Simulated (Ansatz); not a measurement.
# C2H7NOSn: ladder of methods at one geometry, by script

How do the methods compare on C2H7NOSn, in result and in cost? A script is to give a ladder of methods at one geometry; the system is C2H7NOSn. SMILES: [CH3][Sn]1([NH2])[CH2][O]1.

Program: Ansatz 0.2.0, driven from Python. The levels of theory stand in the script. These are calculated values, not measurements.

## 1. The structure

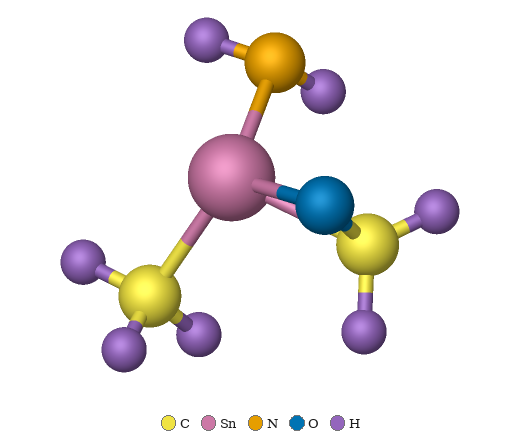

The structure that the script starts from, seen from a chosen angle (carbon yellow, tin pink, nitrogen amber, oxygen blue, hydrogen purple).

No structure file is read: the coordinates are typed or built in the script.

## 2. The code

File c2h7nosn_methods.py:

```python
# -*- coding: utf-8 -*-
'''One geometry of C2H7NOSn, method by method.'''

from pathlib import Path
import warnings

import ansatz as az
import numpy as np

GEOMETRY = '''
C    -1.01010    0.13490    1.48790
Sn    0.74570    0.04460    0.33270
N     1.12620    1.67470   -0.87740
C     0.37120   -1.50940   -1.02260
O     1.43810   -1.76990   -0.34510
H    -1.92890    0.21060    0.78690
H    -1.10750   -0.69590    2.15380
H    -1.00850    1.12800    2.07240
H     1.05230    2.53810   -0.22180
H     0.40450    1.71450   -1.55880
H     0.49250   -1.32230   -2.07000
H    -0.49860   -2.20320   -0.70390
'''


def main():
    warnings.simplefilter('ignore', az.DeckWarning)

    molecule = az.Crystal.molecule()
    for line in GEOMETRY.strip().splitlines():
        symbol, *xyz = line.split()
        molecule = molecule.atom(symbol, [float(v) for v in xyz])

    model = molecule.calculation().basis(gaussian='def2-SVP')

    print('functional    E (Ha)        dipole (D)   HOMO (eV)  LUMO (eV)')
    for name in ['revpbe', 'b3lyp', 'cam_b3lyp', 'r2scan', 'hse06']:
        data = model.functional(name).forces().orbitals().run(runs_dir='runs').report
        lines = Path(data['orbitals_path']).read_text().splitlines()
        field_of = lambda key: [line.split('=')[1].strip() for line in lines if line.startswith(key)]
        orbitals = [(27.211386 * float(e), s, float(n)) for e, s, n in zip(field_of('Ene='), field_of('Spin='), field_of('Occup='))]
        homo = max(e for e, _, n in orbitals if n > 0.5)
        lumo = min(e for e, _, n in orbitals if n < 0.5)
        dipole = 4.803205 * np.linalg.norm(data['charge_distribution']['dipole_moment_e_ang'])
        print(f'{name:10s} {data["free_energy_ev"] / 27.211386246:14.6f} {dipole:9.3f} {homo:11.3f} {lumo:10.3f}')


if __name__ == '__main__':
    main()
```

## 3. The input behind the calls

The package turns the script's settings into the engine's input (first run):

```yaml
crystal:
  periodic: [false, false, false]
  atoms:
    - { symbol: C, position_ang: [-1.0101, 0.1349, 1.4879] }
    - { symbol: Sn, position_ang: [0.7457, 0.0446, 0.3327] }
    - { symbol: "N", position_ang: [1.1262, 1.6747, -0.8774] }
    - { symbol: C, position_ang: [0.3712, -1.5094, -1.0226] }
    - { symbol: O, position_ang: [1.4381, -1.7699, -0.3451] }
    - { symbol: H, position_ang: [-1.9289, 0.2106, 0.7869] }
    - { symbol: H, position_ang: [-1.1075, -0.6959, 2.1538] }
    - { symbol: H, position_ang: [-1.0085, 1.128, 2.0724] }
    - { symbol: H, position_ang: [1.0523, 2.5381, -0.2218] }
    - { symbol: H, position_ang: [0.4045, 1.7145, -1.5588] }
    - { symbol: H, position_ang: [0.4925, -1.3223, -2.07] }
    - { symbol: H, position_ang: [-0.4986, -2.2032, -0.7039] }
basis:
  gaussian:
    orbitals: def2-SVP
hamiltonian:
  xc: revpbe
output:
  orbitals: {}
  forces: true
```

## 4. Launch

Run with:

```bash
$ python c2h7nosn_methods.py
```

The log of the run:

```text
functional    E (Ha)        dipole (D)   HOMO (eV)  LUMO (eV)
revpbe        -424.408608     3.729      -4.450     -3.046
b3lyp         -424.489768     3.895      -5.251     -2.591
cam_b3lyp     -424.291722     4.023      -6.561     -1.410
r2scan        -424.382299     3.920      -4.707     -3.118
hse06         -424.170751     3.979      -5.050     -2.764
```

It took 34 s on 1 thread of Arm Neoverse V2, shared host; peak memory 0.38 GiB.

## 5. What changed from run to run

The engine's inputs for some of the other runs:

Run 3, against run 1:

```diff
@@ -20 +20 @@
-  xc: revpbe
+  xc: cam_b3lyp
```

Run 4, against run 1:

```diff
@@ -20 +20 @@
-  xc: revpbe
+  xc: r2scan
```

Run 5, against run 1:

```diff
@@ -20 +20 @@
-  xc: revpbe
+  xc: hse06
```

Lines on the test bed's own set-up are left out of the output.

A comment line of the script is reworded here; the code is as run.

## 6. What each run gave

One row for each of the 5 runs:

```
run  functional  energy (eV)  SCF cycles  CPU time (s)
  1      revpbe  -11548.7466          28             5
  2       b3lyp  -11550.9550          20           6.2
  3   cam_b3lyp  -11545.5659          21           6.8
  4      r2scan  -11548.0307          22           8.2
  5       hse06  -11542.2741          21           6.8
```

Totals under unlike functionals or potentials can't be compared directly.

The fields below are those of run 1.

## 7. The molecule's orbitals and density

The fields below are evaluated on a grid from the run's orbitals.

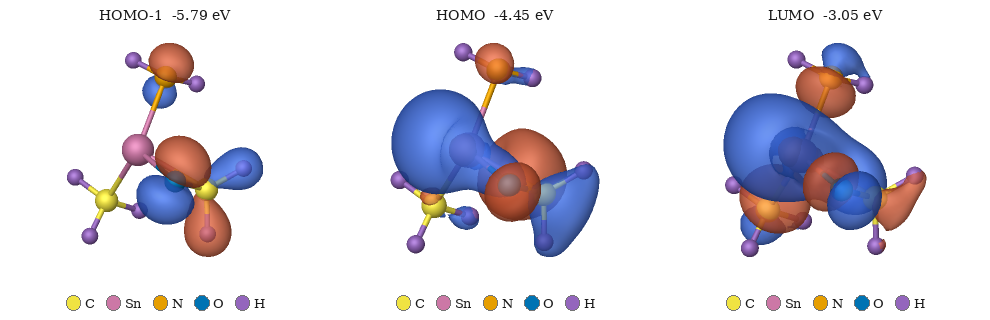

Frontier orbitals at revPBE/def2-SVP; each surface holds 70 % of the orbital's density, blue and red mark the sign.

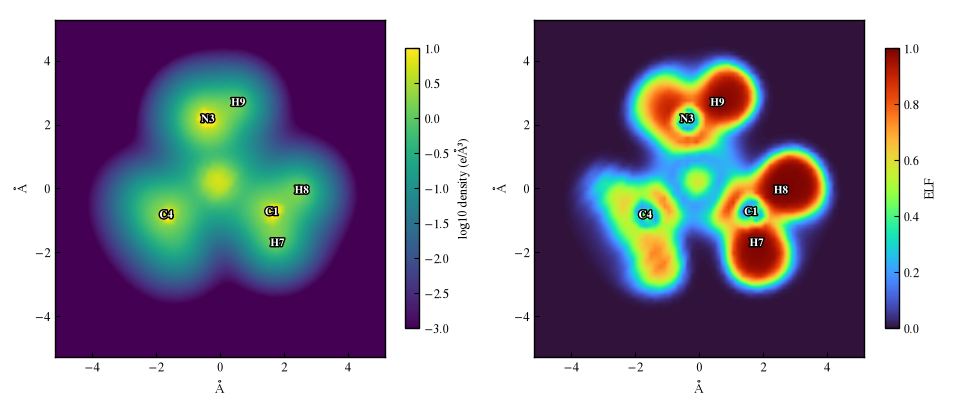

Density (left) and ELF (right) in a plane through or near 6 of the atoms.

## 8. Summary of results

| quantity | value |
| --- | --- |
| runs compared | 5 |
| HOMO-LUMO gap of the mean field (revPBE/def2-SVP) | 1.40 eV |

All 5 runs converged (20 to 28 cycles). What to keep in mind:
- The geometry is a force-field or estimated start, not a minimum of this method, and the basis set is short of its limit. A lower total doesn't mark the better method: functionals have no common bound, and MP2 and coupled cluster aren't variational.
- def2 sets replace the cores of elements past krypton by effective core potentials.
- b3lyp holds the VWN-RPA fit, as in Gaussian; the form of ORCA and Turbomole is b3lyp5.
- Levels such as HOMO and LUMO are orbital energies: with these approximate functionals they aren't the ionisation energy and electron affinity, and their gap isn't the fundamental gap.
- hse06 follows the composition of plane-wave codes, whose totals differ by tens of mHa, up to about 0.1 Ha, from the form usual in Gaussian-basis programs (wpbeh).
